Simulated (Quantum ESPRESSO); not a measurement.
# Grüneisen parameters and expansion of LiCl (Fm-3m), part 5 of 8

Wanted: mode Grüneisen parameters of LiCl and a free-energy fit over volumes.

What experiment has found for this phase:
- volume expansion coefficient 131.4 1e-6/K and heat capacity C_P per formula unit 48.1 J/mol/K near room temperature (given in “High-Throughput Prediction of Finite-Temperature Properties using the Quasi-Harmonic Approximation”, 2016, arXiv:1603.06924)
- volume expansion coefficient 131.1 1e-6/K near room temperature (given in “Descriptors for thermal expansion in solids”, 2017, arXiv:1701.03966)

Quantum ESPRESSO 7.5; DFT LDA, scalar-relativistic, plane waves, GBRV ultrasoft pseudopotentials.

So far. Step 4 (Self-consistent run): On a basis chosen for the relaxed cell the pressure is -0.13 GPa, small enough for phonons. Step 5 (Zone-centre response): The Born charges sum to zero within 0.031 e; the rest is removed before use. Acoustic frequencies in this log differ from zero by the error of the sum rule, which ph.x does not impose.

The database entry behind the starting cell differs from later determinations by our own check (0.1 to 0.3 % short, probably kX units), so it need not match the best structure at ambient conditions.

### Step 6. A displaced supercell

System of this step: LiCl. The cell holds 54 atoms: 27 Li and 27 Cl. Cell: a = 10.527 Å, b = 10.527 Å, c = 10.527 Å, α = 60.0°, β = 60.0°, γ = 60.0°. It derives from LiCl, repeated 3×3×3.

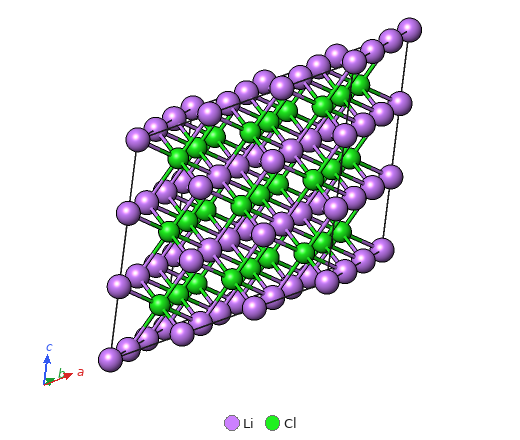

The cell of this step (lithium purple, chlorine green). Bonds to atoms that aren't drawn are left out. Some periodic images of atoms are drawn too.

File disp-00001.in:

```
&CONTROL
  calculation = 'scf'
  prefix      = 'x'
  outdir      = './tmp'
  pseudo_dir  = './pseudo'
  tprnfor     = .true.
  disk_io     = 'none'
/
&SYSTEM
  ibrav       = 0
  nat         = 54
  ntyp        = 2
  ecutwfc     = 34.0
  ecutrho     = 204.0
  occupations = 'fixed'
  nbnd        = 137
/
&ELECTRONS
  conv_thr         = 1.0d-11
  mixing_beta      = 0.7
  electron_maxstep = 100
/
ATOMIC_SPECIES
 Li      6.9400  Li.upf
 Cl     35.4500  Cl.upf
CELL_PARAMETERS angstrom
     0.000000000    7.443781194    7.443781194
     7.443781194    0.000000000    7.443781194
     7.443781194    7.443781194    0.000000000
ATOMIC_POSITIONS crystal
 Li     0.001899859   0.000000000   0.000000000
 Li     0.333333333   0.000000000   0.000000000
 Li     0.666666667   0.000000000   0.000000000
 Li     0.000000000   0.333333333   0.000000000
 Li     0.333333333   0.333333333   0.000000000
 Li     0.666666667   0.333333333   0.000000000
 Li     0.000000000   0.666666667   0.000000000
 Li     0.333333333   0.666666667   0.000000000
 Li     0.666666667   0.666666667   0.000000000
 Li     0.000000000   0.000000000   0.333333333
 Li     0.333333333   0.000000000   0.333333333
 Li     0.666666667   0.000000000   0.333333333
 Li     0.000000000   0.333333333   0.333333333
 Li     0.333333333   0.333333333   0.333333333
 Li     0.666666667   0.333333333   0.333333333
 Li     0.000000000   0.666666667   0.333333333
 Li     0.333333333   0.666666667   0.333333333
 Li     0.666666667   0.666666667   0.333333333
 Li     0.000000000   0.000000000   0.666666667
 Li     0.333333333   0.000000000   0.666666667
 Li     0.666666667   0.000000000   0.666666667
 Li     0.000000000   0.333333333   0.666666667
 Li     0.333333333   0.333333333   0.666666667
 Li     0.666666667   0.333333333   0.666666667
 Li     0.000000000   0.666666667   0.666666667
 Li     0.333333333   0.666666667   0.666666667
 Li     0.666666667   0.666666667   0.666666667
 Cl     0.166666667   0.166666667   0.166666667
 Cl     0.500000000   0.166666667   0.166666667
 Cl     0.833333333   0.166666667   0.166666667
 Cl     0.166666667   0.500000000   0.166666667
 Cl     0.500000000   0.500000000   0.166666667
 Cl     0.833333333   0.500000000   0.166666667
 Cl     0.166666667   0.833333333   0.166666667
 Cl     0.500000000   0.833333333   0.166666667
 Cl     0.833333333   0.833333333   0.166666667
 Cl     0.166666667   0.166666667   0.500000000
 Cl     0.500000000   0.166666667   0.500000000
 Cl     0.833333333   0.166666667   0.500000000
 Cl     0.166666667   0.500000000   0.500000000
 Cl     0.500000000   0.500000000   0.500000000
 Cl     0.833333333   0.500000000   0.500000000
 Cl     0.166666667   0.833333333   0.500000000
 Cl     0.500000000   0.833333333   0.500000000
 Cl     0.833333333   0.833333333   0.500000000
 Cl     0.166666667   0.166666667   0.833333333
 Cl     0.500000000   0.166666667   0.833333333
 Cl     0.833333333   0.166666667   0.833333333
 Cl     0.166666667   0.500000000   0.833333333
 Cl     0.500000000   0.500000000   0.833333333
 Cl     0.833333333   0.500000000   0.833333333
 Cl     0.166666667   0.833333333   0.833333333
 Cl     0.500000000   0.833333333   0.833333333
 Cl     0.833333333   0.833333333   0.833333333
K_POINTS automatic
 2 2 2 0 0 0
```

Launch:

```sh
$ OMP_NUM_THREADS=1 mpirun -n 2 pw.x -nk 2 -in disp-00001.in > disp-00001.out
```

The log of the run:

```text
[banner, memory and clock lines left out]
Program PWSCF v.7.5

     Message from routine setup:
     using ibrav=0 with symmetry is DISCOURAGED, use correct ibrav instead

     G-vector sticks info

     bravais-lattice index     =            0
     lattice parameter (alat)  =      19.8933  a.u.
     unit-cell volume          =    5566.8227 (a.u.)^3
     number of atoms/cell      =           54
     number of atomic types    =            2
     number of electrons       =       270.00
     number of Kohn-Sham states=          137
     kinetic-energy cutoff     =      34.0000  Ry
     charge density cutoff     =     204.0000  Ry
     scf convergence threshold =      1.0E-11
     mixing beta               =       0.7000
     number of iterations used =            8  plain     mixing
     Exchange-correlation=  SLA  PZ   NOGX NOGC
                           (   1   1   0   0   0   0   0)

     celldm(1)=  19.893329  celldm(2)=   0.000000  celldm(3)=   0.000000
     celldm(4)=   0.000000  celldm(5)=   0.000000  celldm(6)=   0.000000

     crystal axes: (cart. coord. in units of alat)
               a(1) = (   0.000000   0.707107   0.707107 )
               a(2) = (   0.707107   0.000000   0.707107 )
               a(3) = (   0.707107   0.707107   0.000000 )

     reciprocal axes: (cart. coord. in units 2 pi/alat)
               b(1) = ( -0.707107  0.707107  0.707107 )
               b(2) = (  0.707107 -0.707107  0.707107 )
               b(3) = (  0.707107  0.707107 -0.707107 )

     PseudoPot. # 1 for Li read from file:
     ./pseudo/Li.upf
     Pseudo is Ultrasoft, Zval =  3.0
     Using radial grid of  751 points,  5 beta functions with:
                l(1) =   0
                l(2) =   0
                l(3) =   0
                l(4) =   1
                l(5) =   1
     Q(r) pseudized with 10 coefficients,  rinner =    1.150   1.150   1.150

     PseudoPot. # 2 for Cl read from file:
     ./pseudo/Cl.upf
     Pseudo is Ultrasoft + core correction, Zval =  7.0
     Using radial grid of  909 points,  6 beta functions with:
                l(1) =   0
                l(2) =   0
                l(3) =   1
                l(4) =   1
                l(5) =   2
                l(6) =   2
     Q(r) pseudized with  8 coefficients,  rinner =    1.300   1.300   1.300
                                                       1.300   1.300

     atomic species   valence    mass     pseudopotential
     Li                3.00     6.94000     Li( 1.00)
     Cl                7.00    35.45000     Cl( 1.00)

      4 Sym. Ops. (no inversion) found

   Cartesian axes

     site n.     atom                  positions (alat units)
         1        Li     tau(   1) = (   0.0000000   0.0013434   0.0013434  )
         2        Li     tau(   2) = (   0.0000000   0.2357023   0.2357023  )
         3        Li     tau(   3) = (   0.0000000   0.4714045   0.4714045  )
         4        Li     tau(   4) = (   0.2357023   0.0000000   0.2357023  )
         5        Li     tau(   5) = (   0.2357023   0.2357023   0.4714045  )
         6        Li     tau(   6) = (   0.2357023   0.4714045   0.7071068  )
         7        Li     tau(   7) = (   0.4714045   0.0000000   0.4714045  )
         8        Li     tau(   8) = (   0.4714045   0.2357023   0.7071068  )
         9        Li     tau(   9) = (   0.4714045   0.4714045   0.9428090  )
        10        Li     tau(  10) = (   0.2357023   0.2357023   0.0000000  )
        11        Li     tau(  11) = (   0.2357023   0.4714045   0.2357023  )
        12        Li     tau(  12) = (   0.2357023   0.7071068   0.4714045  )
        13        Li     tau(  13) = (   0.4714045   0.2357023   0.2357023  )
        14        Li     tau(  14) = (   0.4714045   0.4714045   0.4714045  )
        15        Li     tau(  15) = (   0.4714045   0.7071068   0.7071068  )
        16        Li     tau(  16) = (   0.7071068   0.2357023   0.4714045  )
[...]
20        Li     tau(  20) = (   0.4714045   0.7071068   0.2357023  )
        21        Li     tau(  21) = (   0.4714045   0.9428090   0.4714045  )
        22        Li     tau(  22) = (   0.7071068   0.4714045   0.2357023  )
        23        Li     tau(  23) = (   0.7071068   0.7071068   0.4714045  )
        24        Li     tau(  24) = (   0.7071068   0.9428090   0.7071068  )
        25        Li     tau(  25) = (   0.9428090   0.4714045   0.4714045  )
        26        Li     tau(  26) = (   0.9428090   0.7071068   0.7071068  )
        27        Li     tau(  27) = (   0.9428090   0.9428090   0.9428090  )
        28        Cl     tau(  28) = (   0.2357023   0.2357023   0.2357023  )
        29        Cl     tau(  29) = (   0.2357023   0.4714045   0.4714045  )
        30        Cl     tau(  30) = (   0.2357023   0.7071068   0.7071068  )
        31        Cl     tau(  31) = (   0.4714045   0.2357023   0.4714045  )
        32        Cl     tau(  32) = (   0.4714045   0.4714045   0.7071068  )
        33        Cl     tau(  33) = (   0.4714045   0.7071068   0.9428090  )
        34        Cl     tau(  34) = (   0.7071068   0.2357023   0.7071068  )
        35        Cl     tau(  35) = (   0.7071068   0.4714045   0.9428090  )
        36        Cl     tau(  36) = (   0.7071068   0.7071068   1.1785113  )
        37        Cl     tau(  37) = (   0.4714045   0.4714045   0.2357023  )
        38        Cl     tau(  38) = (   0.4714045   0.7071068   0.4714045  )
        39        Cl     tau(  39) = (   0.4714045   0.9428090   0.7071068  )
        40        Cl     tau(  40) = (   0.7071068   0.4714045   0.4714045  )
        41        Cl     tau(  41) = (   0.7071068   0.7071068   0.7071068  )
        42        Cl     tau(  42) = (   0.7071068   0.9428090   0.9428090  )
        43        Cl     tau(  43) = (   0.9428090   0.4714045   0.7071068  )
[...]
47        Cl     tau(  47) = (   0.7071068   0.9428090   0.4714045  )
        48        Cl     tau(  48) = (   0.7071068   1.1785113   0.7071068  )
        49        Cl     tau(  49) = (   0.9428090   0.7071068   0.4714045  )
        50        Cl     tau(  50) = (   0.9428090   0.9428090   0.7071068  )
        51        Cl     tau(  51) = (   0.9428090   1.1785113   0.9428090  )
        52        Cl     tau(  52) = (   1.1785113   0.7071068   0.7071068  )
        53        Cl     tau(  53) = (   1.1785113   0.9428090   0.9428090  )
        54        Cl     tau(  54) = (   1.1785113   1.1785113   1.1785113  )

     number of k points=     5
                       cart. coord. in units 2pi/alat
        k(    1) = (   0.0000000   0.0000000   0.0000000), wk =   0.2500000
[...]
negative rho (up, down):  3.706E-01 0.000E+00

     total energy              =   -1292.20494900 Ry
     estimated scf accuracy    <       0.01936288 Ry

     iteration #  3     ecut=    34.00 Ry     beta= 0.70
     Davidson diagonalization with overlap
     ethr =  7.17E-06,  avg # of iterations =  7.4

     negative rho (up, down):  3.714E-01 0.000E+00

     total energy              =   -1292.21361785 Ry
     estimated scf accuracy    <       0.00042287 Ry

     iteration #  4     ecut=    34.00 Ry     beta= 0.70
     Davidson diagonalization with overlap
     ethr =  1.57E-07,  avg # of iterations =  7.0

     negative rho (up, down):  3.707E-01 0.000E+00

     total energy              =   -1292.21436909 Ry
     estimated scf accuracy    <       0.00003554 Ry

     iteration #  5     ecut=    34.00 Ry     beta= 0.70
     Davidson diagonalization with overlap
     ethr =  1.32E-08,  avg # of iterations =  4.8

     negative rho (up, down):  3.708E-01 0.000E+00

     total energy              =   -1292.21438455 Ry
     estimated scf accuracy    <       0.00002156 Ry

     iteration #  6     ecut=    34.00 Ry     beta= 0.70
     Davidson diagonalization with overlap
     ethr =  7.99E-09,  avg # of iterations =  2.0

     negative rho (up, down):  3.707E-01 0.000E+00

     total energy              =   -1292.21439031 Ry
     estimated scf accuracy    <       0.00000041 Ry

     iteration #  7     ecut=    34.00 Ry     beta= 0.70
     Davidson diagonalization with overlap
     ethr =  1.52E-10,  avg # of iterations =  7.0

     negative rho (up, down):  3.707E-01 0.000E+00

     total energy              =   -1292.21439077 Ry
     estimated scf accuracy    <       0.00000033 Ry

     iteration #  8     ecut=    34.00 Ry     beta= 0.70
     Davidson diagonalization with overlap
     ethr =  1.21E-10,  avg # of iterations =  2.0

     negative rho (up, down):  3.707E-01 0.000E+00

     total energy              =   -1292.21439077 Ry
     estimated scf accuracy    <       0.00000005 Ry

     iteration #  9     ecut=    34.00 Ry     beta= 0.70
     Davidson diagonalization with overlap
     ethr =  1.79E-11,  avg # of iterations =  3.0

     negative rho (up, down):  3.707E-01 0.000E+00

     total energy              =   -1292.21439079 Ry
     estimated scf accuracy    <          1.8E-09 Ry

     iteration # 10     ecut=    34.00 Ry     beta= 0.70
     Davidson diagonalization with overlap
     ethr =  6.62E-13,  avg # of iterations =  5.6

     negative rho (up, down):  3.706E-01 0.000E+00

     total energy              =   -1292.21439079 Ry
     estimated scf accuracy    <          3.6E-10 Ry

     iteration # 11     ecut=    34.00 Ry     beta= 0.70
     Davidson diagonalization with overlap
     ethr =  1.33E-13,  avg # of iterations =  3.0

     negative rho (up, down):  3.706E-01 0.000E+00

     total energy              =   -1292.21439079 Ry
     estimated scf accuracy    <          6.4E-11 Ry

     iteration # 12     ecut=    34.00 Ry     beta= 0.70
     Davidson diagonalization with overlap
     ethr =  1.00E-13,  avg # of iterations =  2.0

     negative rho (up, down):  3.706E-01 0.000E+00

     End of self-consistent calculation

          k = 0.0000 0.0000 0.0000 ( 18643 PWs)   bands (ev):

   -39.9290 -39.9266 -39.9257 -39.9254 -39.9253 -39.9246 -39.9241 -39.9233
   -39.9232 -39.9228 -39.9227 -39.9219 -39.9216 -39.9216 -39.9215 -39.9215
   -39.9214 -39.9214 -39.9209 -39.9206 -39.9191 -39.9191 -39.9189 -39.9184
   -39.9181 -39.9174 -39.9161 -11.3560 -10.8362 -10.8320 -10.8313 -10.8310
   -10.8309 -10.8309 -10.8299 -10.8260 -10.6131 -10.6128 -10.6106 -10.6106
   -10.6085 -10.6083 -10.3993 -10.3960 -10.3920 -10.3917 -10.3914 -10.3909
   -10.3909 -10.3904 -10.3901 -10.3898 -10.3856 -10.3822  -0.2896  -0.2892
    -0.2871  -0.2860  -0.2860  -0.2858  -0.2858  -0.2856  -0.2854  -0.2854
    -0.2839  -0.2832  -0.2561  -0.2551  -0.2551  -0.2542  -0.2531  -0.2527
    -0.2514  -0.2504  -0.2499  -0.2499  -0.2482  -0.2476  -0.2467  -0.2462
    -0.0608  -0.0598  -0.0595  -0.0590  -0.0585  -0.0573  -0.0573  -0.0559
    -0.0554  -0.0550  -0.0548  -0.0535   1.3220   1.3224   1.3226   1.3234
     1.3238   1.3240   1.3240   1.3240   1.3247   1.3253   1.3256   1.3260
     1.5737   1.5751   1.5752   1.5753   1.5766   1.5773   1.5773   1.5780
     1.5793   1.5794   1.5794   1.5809   2.1270   2.1293   2.1295   2.1317
     2.1324   2.1326   2.1326   2.1327   2.1328   2.1329   2.1329   2.1331
[...]
9.2638

          k =-0.3536-0.3536 0.3536 ( 18618 PWs)   bands (ev):

[...]
9.6095

          k =-0.7071 0.0000 0.0000 ( 18622 PWs)   bands (ev):

[...]
10.2500

          k =-0.3536-0.3536-0.3536 ( 18618 PWs)   bands (ev):

[...]
9.6082

          k =-0.0000-0.7071 0.0000 ( 18622 PWs)   bands (ev):

[...]
-0.2853  -0.2843  -0.2835   0.3456   0.3470   0.3470   0.3485   0.5996
     0.5997   0.6007   0.6008   0.6934   0.6947   0.6952   0.6953   0.6956
     0.6957   0.6963   0.6976   1.0283   1.0284   1.0818   1.0829   1.0829
     1.0840   1.2649   1.2676   1.2684   1.2686   1.2687   1.2687   1.2697
     1.2722   1.4536   1.4555   1.5033   1.5040   1.5044   1.5052   1.6014
     1.6030   1.6049   1.6057   1.6058   1.6065   1.6086   1.6107   1.7602
     1.7612   1.7638   1.7640   1.7642   1.7643   1.7670   1.7680   1.9879
     1.9879   1.9892   1.9892   2.3084   2.3088   2.3104   2.3108  10.2495
    10.2501

     highest occupied, lowest unoccupied level (ev):     2.3687    8.8577

!    total energy              =   -1292.21439079 Ry
     estimated scf accuracy    <          3.3E-13 Ry

     The total energy is the sum of the following terms:
     one-electron contribution =    -241.60836216 Ry
     hartree contribution      =     190.37847751 Ry
     xc contribution           =    -343.58443719 Ry
     ewald contribution        =    -897.40006895 Ry

     convergence has been achieved in  12 iterations

     negative rho (up, down):  3.706E-01 0.000E+00

     Forces acting on atoms (cartesian axes, Ry/au):

     atom    1 type  1   force =    -0.00000000   -0.00103758   -0.00103758
     atom    2 type  1   force =    -0.00000000    0.00016164    0.00016164
     atom    3 type  1   force =    -0.00000000    0.00015911    0.00015911
     atom    4 type  1   force =     0.00015521   -0.00002888    0.00000521
     atom    5 type  1   force =    -0.00000003    0.00003495    0.00003517
     atom    6 type  1   force =    -0.00015441    0.00000586   -0.00002835
     atom    7 type  1   force =     0.00015441   -0.00002835    0.00000586
     atom    8 type  1   force =    -0.00015521    0.00000521   -0.00002888
     atom    9 type  1   force =     0.00000003    0.00003517    0.00003495
     atom   10 type  1   force =     0.00015521    0.00000521   -0.00002888
     atom   11 type  1   force =    -0.00000003    0.00003517    0.00003495
     atom   12 type  1   force =    -0.00015441   -0.00002835    0.00000586
     atom   13 type  1   force =     0.00004899   -0.00001393   -0.00001393
     atom   14 type  1   force =    -0.00004893   -0.00001383   -0.00001383
     atom   15 type  1   force =    -0.00000062    0.00003307    0.00003307
     atom   16 type  1   force =     0.00000000   -0.00014942   -0.00014914
[...]
atom   47 type  2   force =    -0.00000000   -0.00006973   -0.00007007
     atom   48 type  2   force =    -0.00000000    0.00023990    0.00009201
     atom   49 type  2   force =    -0.00004298   -0.00000269   -0.00002750
     atom   50 type  2   force =     0.00004234   -0.00002699   -0.00000260
     atom   51 type  2   force =    -0.00000035    0.00002890    0.00002918
     atom   52 type  2   force =     0.00000345    0.00009140    0.00009140
     atom   53 type  2   force =     0.00005967   -0.00003018   -0.00003018
     atom   54 type  2   force =    -0.00005878   -0.00003020   -0.00003020

     Total force =     0.001747     Total SCF correction =     0.000002
     Message from routine punch:
     Nothing written, as per user request (disk_io='none')
```

Elapsed: 7.9 min, on 2 MPI ranks of Intel Xeon Platinum 8488C (Sapphire Rapids), shared host; 16 min of CPU time.

At this level the gap is 6.49 eV on the k-mesh of the self-consistent run, which can miss the band edges.

### Step 7. Forces on a displaced cell

One atom (for the harmonic constants) or a pair of atoms (for the cubic ones) is moved by a few hundredths of an ångström; the forces on all atoms give a column of force constants. The threshold is tight because the forces are small.

disp-00002.in, as its differences from disp-00001.in of step 6:

```diff
@@ -30,3 +30,3 @@
 ATOMIC_POSITIONS crystal
- Li     0.001899859   0.000000000   0.000000000
+ Li     0.000000000   0.000000000   0.000000000
  Li     0.333333333   0.000000000   0.000000000
@@ -57,3 +57,3 @@
  Li     0.666666667   0.666666667   0.666666667
- Cl     0.166666667   0.166666667   0.166666667
+ Cl     0.168566526   0.166666667   0.166666667
  Cl     0.500000000   0.166666667   0.166666667
```

Launch:

```sh
$ OMP_NUM_THREADS=1 mpirun -n 2 pw.x -nk 2 -in disp-00002.in > disp-00002.out
```

The log of the run:

```text
[banner, memory and clock lines left out]
Program PWSCF v.7.5

     Message from routine setup:
     using ibrav=0 with symmetry is DISCOURAGED, use correct ibrav instead

     G-vector sticks info

     bravais-lattice index     =            0
     lattice parameter (alat)  =      19.8933  a.u.
     unit-cell volume          =    5566.8227 (a.u.)^3
     number of atoms/cell      =           54
     number of atomic types    =            2
     number of electrons       =       270.00
[...]
atom    1 type  1   force =    -0.00005881   -0.00003024   -0.00003024
     atom    2 type  1   force =     0.00000159    0.00009140    0.00009140
     atom    3 type  1   force =     0.00005977   -0.00002977   -0.00002977
[...]
atom   53 type  2   force =     0.00000019   -0.00000379   -0.00000379
     atom   54 type  2   force =    -0.00001557    0.00000219    0.00000219

     Total force =     0.003003     Total SCF correction =     0.000000
     Message from routine punch:
     Nothing written, as per user request (disk_io='none')
[key lines of the parts left out:]
!    total energy              =   -1292.21436488 Ry
convergence has been achieved in  13 iterations
```

It took 8.7 min on 2 MPI ranks; 17 min of CPU time.

(Continued in part 6 of 8.)

[Logs are printed without paths, hosts, clocks, repeated set-up lines and the standing remarks that a program may print on its own settings, such as how far it seeks lower states.]

[Hosts, paths, dates, database ids (printed as entryN), source tags and the programs' standing remarks are cut or masked in the printed files.]

[A step with changed settings may run another functional than the one named; its input shows which.]

[Of the runs on displaced cells, only some may be shown.]
